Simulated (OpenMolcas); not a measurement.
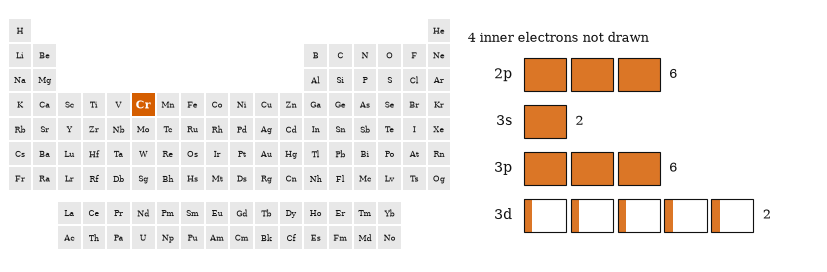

Fig. 1: Left, the place of chromium in the periodic table; right, the outer shells of the leading configuration of the lowest level: a box for each of the 2l + 1 orbitals, shaded by the share of the shell that is filled, with the electron count at the right.

# Cr⁴⁺ complex: multiconfigurational calculation

- system: Cr⁴⁺ with 6 ligands (Cl; octahedron, 2.4 Å), neutralised by 6 outer point charges of +0.33 e, whose field is part of the energies.
- method: state-averaged SS-CASPT2, IPEA shift 0.25, imaginary shift 0.1 hartree, closed shells 3s 3p of the metal and the valence shells of the ligands correlated, active space 2 electrons in the shell 3d, basis ANO-RCC-VDZP on the metal and ANO-RCC-VDZP on the ligands, DKH2 scalar Hamiltonian, spin-orbit coupling by RASSI with atomic mean-field integrals (OpenMolcas)

### Summary

```tsv
quantity	value
outcome	converged; degenerate states are split by up to 310 cm⁻¹
energy of the lowest spin-free term	−3817.17299 hartree
energy of the lowest spin-orbit level	−3817.17389 hartree
CASPT2 correlation energy	−1.4606 hartree
largest spread among components of a term	310.5 cm⁻¹
lowest reference weight	0.591
hardware	1 thread of Arm Neoverse V2, 24 GiB of memory available, shared host
wall time	59 s
peak memory	0.18 GiB
```

### Notes

The components of ¹T1, which symmetry makes degenerate, are split by 310 cm⁻¹ in CASPT2, and those of 2 more by over 50 cm⁻¹. This is an artefact; the levels of such states rest on averages and are uncertain by about as much. To bear in mind: covalent bonds, ligand orbitals missing from the active space; distances are set from ionic radii, not optimised.

### Input file
```
&GATEWAY
Coord
7

Cr 0.0 0.0 0.0
Cl 2.400000 0.000000 0.000000
Cl 0.000000 2.400000 0.000000
Cl -2.400000 0.000000 0.000000
Cl 0.000000 -2.400000 0.000000
Cl 0.000000 0.000000 2.400000
Cl 0.000000 0.000000 -2.400000
Basis=Cr.ANO-RCC-VDZP,Cl.ANO-RCC-VDZP
Group=XYZ
NoMove
AngMom=0.0 0.0 0.0
AMFI
RICD
XField
3 Angstrom 0
5.600000 0.000000 0.000000 0.333333
0.000000 5.600000 0.000000 0.333333
0.000000 0.000000 5.600000 0.333333
&SEWARD
&RASSCF
FileOrb=start.orb
Symmetry=1
Spin=3
nActEl=2 0 0
Inactive=30 33
Ras2=5 0
CIRoot=10 10 1
SDav=10
CIMx=300
Iter=150 100
PrWF=0.3
OrbListing=Nothing
MaxOrb=0
LevShft=1.0
>>> COPY $Project.JobIph JOB001
&RASSCF
FileOrb=start.orb
Symmetry=1
Spin=1
nActEl=2 0 0
Inactive=30 33
Ras2=5 0
CIRoot=15 15 1
SDav=15
CIMx=300
Iter=150 100
PrWF=0.3
OrbListing=Nothing
MaxOrb=0
LevShft=1.0
>>> COPY $Project.JobIph JOB002
&RASSI
NrOfJobIphs=2 10 15
1 2 3 4 5 6 7 8 9 10
1 2 3 4 5 6 7 8 9 10 11 12 13 14 15
IphNames
JOB001
JOB002
EJob
SpinOrbit
DIPRint=1.0
SOCoupling=1000.0
Subsets=2
Property=9
'ANGMOM' 1 'ANGMOM' 2 'ANGMOM' 3 'MLTPL  1' 1 'MLTPL  1' 2 'MLTPL  1' 3
'AMFI' 1 'AMFI' 2 'AMFI' 3
SOProperty=3
'ANGMOM' 1 'ANGMOM' 2 'ANGMOM' 3
>>> COPY JOB001 $Project.JobIph
&CASPT2
Multistate=10 1 2 3 4 5 6 7 8 9 10
NoMult
Frozen=17 18
IPEA=0.25
Imaginary=0.1
MaxIter=60
WThr=0.0 0.3 0.05
PrWF=0.5
NoMix
>>> COPY JOB002 $Project.JobIph
&CASPT2
Multistate=15 1 2 3 4 5 6 7 8 9 10 11 12 13 14 15
NoMult
Frozen=17 18
IPEA=0.25
Imaginary=0.1
MaxIter=60
WThr=0.0 0.3 0.05
PrWF=0.5
NoMix
```

The file start.orb holds starting orbitals from an earlier step. A driver script formed the levels outside the program, from RASSI's spin-orbit matrix and the CASPT2 energies (for multi-state variants, the effective Hamiltonian), averaged over the components of each term or state. The log and the time are those of the CASPT2 step.

Run as:
```bash
OMP_NUM_THREADS=1 MOLCAS_MEM=2457 MOLCAS_PROJECT=a pymolcas a.inp > a.log  # once for each step of the input, in one work folder
```

### Log (extracts)
```
--- CASPT2 ---
Orbital specifications:
      -----------------------

      Symmetry species                           1   2
                                                ag  au
      Frozen orbitals                           17  18
      Inactive orbitals                         13  15
      Active orbitals                            5   0
      Secondary orbitals                        34  40
      Deleted orbitals                           0   0
      Number of basis functions                 69  73
Type of calculation                        SS-CASPT2
      Fock operator                              state-specific
      IPEA shift                                 0.25
      Real shift                                 0.00
      Imaginary shift                            0.10
      The input orbitals will be transformed to quasi-canonical
Reference energy:       -3815.7123709193
      E2 (Non-variational):      -1.4570285335
      Shift correction:          -0.0036016191
      E2 (Variational):          -1.4606301526
      Total energy:           -3817.1730010719
      Residual norm:              0.0000009119
      Reference weight:           0.61329
      Contributions to the CASPT2 correlation energy
      Active & Virtual Only:         -0.0052619791
      One Inactive Excited:          -0.1482302302
      Two Inactive Excited:          -1.3035363242
Reference energy:       -3815.7123709193
      E2 (Non-variational):      -1.4570454039
      Shift correction:          -0.0036033783
      E2 (Variational):          -1.4606487822
      Total energy:           -3817.1730197015
      Residual norm:              0.0000009197
      Reference weight:           0.61327
      Contributions to the CASPT2 correlation energy
      Active & Virtual Only:         -0.0052620183
      One Inactive Excited:          -0.1482487429
      Two Inactive Excited:          -1.3035346427
::    CASPT2 Root  1     Total energy:  -3817.17300107
::    CASPT2 Root  2     Total energy:  -3817.17301970
::    CASPT2 Root  3     Total energy:  -3817.17295075
::    CASPT2 Root  4     Total energy:  -3817.07129505
::    CASPT2 Root  5     Total energy:  -3817.07134277
::    CASPT2 Root  6     Total energy:  -3817.07158014
::    CASPT2 Root  7     Total energy:  -3817.03694663
::    CASPT2 Root  8     Total energy:  -3817.03696271
::    CASPT2 Root  9     Total energy:  -3817.03696112
::    CASPT2 Root 10     Total energy:  -3816.95261622
--- CASPT2 ---
Orbital specifications:
      -----------------------

      Symmetry species                           1   2
                                                ag  au
      Frozen orbitals                           17  18
      Inactive orbitals                         13  15
      Active orbitals                            5   0
      Secondary orbitals                        34  40
      Deleted orbitals                           0   0
      Number of basis functions                 69  73
Type of calculation                        SS-CASPT2
      Fock operator                              state-specific
      IPEA shift                                 0.25
      Real shift                                 0.00
      Imaginary shift                            0.10
      The input orbitals will be transformed to quasi-canonical
Reference energy:       -3815.6458008544
      E2 (Non-variational):      -1.4830571779
      Shift correction:          -0.0037083604
      E2 (Variational):          -1.4867655382
      Total energy:           -3817.1325663926
      Residual norm:              0.0000007948
      Reference weight:           0.60758
      Contributions to the CASPT2 correlation energy
      Active & Virtual Only:         -0.0093164506
      One Inactive Excited:          -0.1536051264
      Two Inactive Excited:          -1.3201356009
Reference energy:       -3815.6458008544
      E2 (Non-variational):      -1.4831707467
      Shift correction:          -0.0037078740
      E2 (Variational):          -1.4868786207
      Total energy:           -3817.1326794750
      Residual norm:              0.0000007918
      Reference weight:           0.60756
      Contributions to the CASPT2 correlation energy
      Active & Virtual Only:         -0.0093183299
      One Inactive Excited:          -0.1537064393
      Two Inactive Excited:          -1.3201459775
::    CASPT2 Root  1     Total energy:  -3817.13256639
::    CASPT2 Root  2     Total energy:  -3817.13267948
::    CASPT2 Root  3     Total energy:  -3817.13270136
::    CASPT2 Root  4     Total energy:  -3817.12950953
::    CASPT2 Root  5     Total energy:  -3817.12915120
::    CASPT2 Root  6     Total energy:  -3817.04010233
::    CASPT2 Root  7     Total energy:  -3817.03995686
::    CASPT2 Root  8     Total energy:  -3817.04005848
::    CASPT2 Root  9     Total energy:  -3817.02703080
::    CASPT2 Root 10     Total energy:  -3817.02703148
::    CASPT2 Root 11     Total energy:  -3817.02561696
::    CASPT2 Root 12     Total energy:  -3817.07693130
::    CASPT2 Root 13     Total energy:  -3816.94107205
::    CASPT2 Root 14     Total energy:  -3816.94103921
::    CASPT2 Root 15     Total energy:  -3816.91566520
```

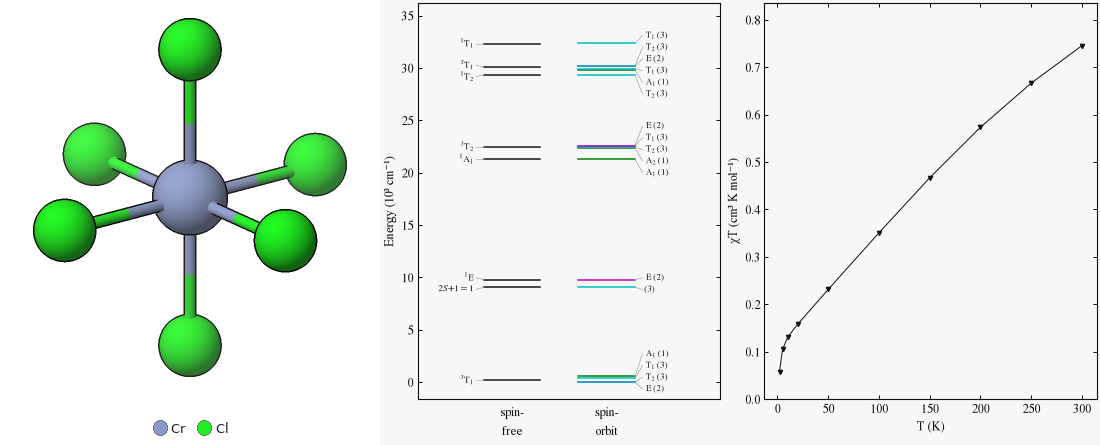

Fig. 2: Cr⁴⁺ (3d²) with 6 ligands, Cl⁻, at 2.4 Å (arrangement: octahedron, Oh), neutralised by outer point charges of +0.33 e, and its levels and susceptibility. Labels give the representation in O, Td, D4 or D3 as the site allows (double group for half-integer spin) where it could be assigned and, in brackets, the degeneracy; spin-free states, where drawn, share the zero of the spin-orbit levels. Powder susceptibility by Van Vleck's formula. The ground level is E, doubly degenerate, 100 % from states of spin multiplicity 3. Its principal g values are all close to zero. The next level lies at 5.6 cm⁻¹ (T₂). The lowest spin-free state is ³T₁; of the same spin there follow at 22,300 cm⁻¹ (³T₂) and 29,900 cm⁻¹ (³T₁) above it. χT is 0.0579 cm³ K mol⁻¹ at 2 K and 0.745 at 300 K, an effective moment of 2.44 μB.
